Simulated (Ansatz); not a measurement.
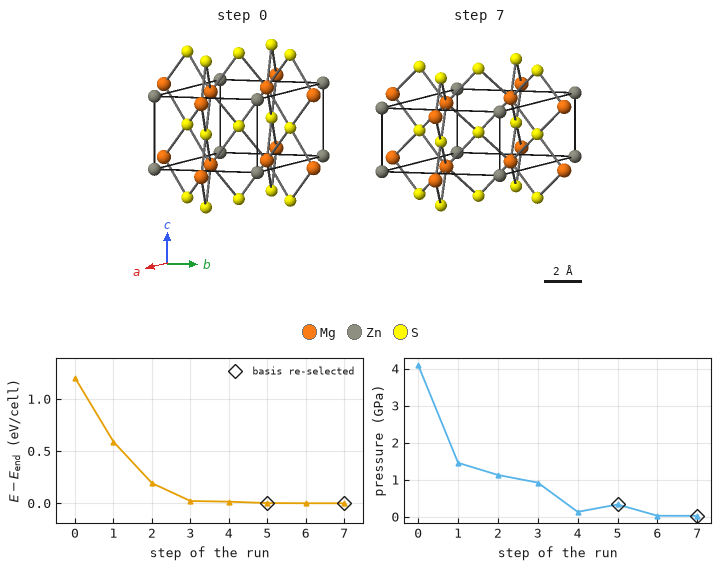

First and last geometry of a relaxation of crystalline Mg2ZnS3 (a generated structure, set up in P6/mmm) (coarse preliminary run), with the history of the run. A ball-and-stick model of the cell of the calculation, seen from a free direction.

Level of theory: DFT PBE, scalar-relativistic, plane waves, PAW (Ansatz 0.2.0). Set-up: plane-wave cutoff 420 eV; k-point mesh 6 × 6 × 4; occupations gaussian; smearing width 0.1 eV; no spin polarisation; cell and atoms relaxed; force threshold 0.04 eV/Å; at most 70 steps.

**Read the history and describe the run.**

It converged. The energy falls by 1.203 eV per cell of the calculation in 5 accepted moves (7 points after the start). All forces vanish by symmetry, so only the cell relaxes. The pressure goes from 4.09 to 0.03 GPa. At 2 points the geometry stayed and the basis and grid were re-selected for the new cell (energy shift of 13.7 meV per cell of the calculation at most each time). No atom moves by more than 0.005 Å relative to the cell. The volume changes by +14.3 %, with a = b 5.675 → 6.499 Å (+14.5 %), c 4.059 → 3.537 Å (−12.9 %). Near-neighbour distances that change, for instance: S–S 2.838 → 3.250 Å, Mg–S 2.608 → 2.578 Å. Bond angles that change, for instance: Mg–S–Mg 102.2° → 86.6°, Mg–S–Mg 77.8° → 93.4°, S–Mg–S 102.2° → 86.6°. The space group stays P6/mmm (No. 191).

Limits of the set-up: the k-point mesh is coarse for a cell with partly filled bands.
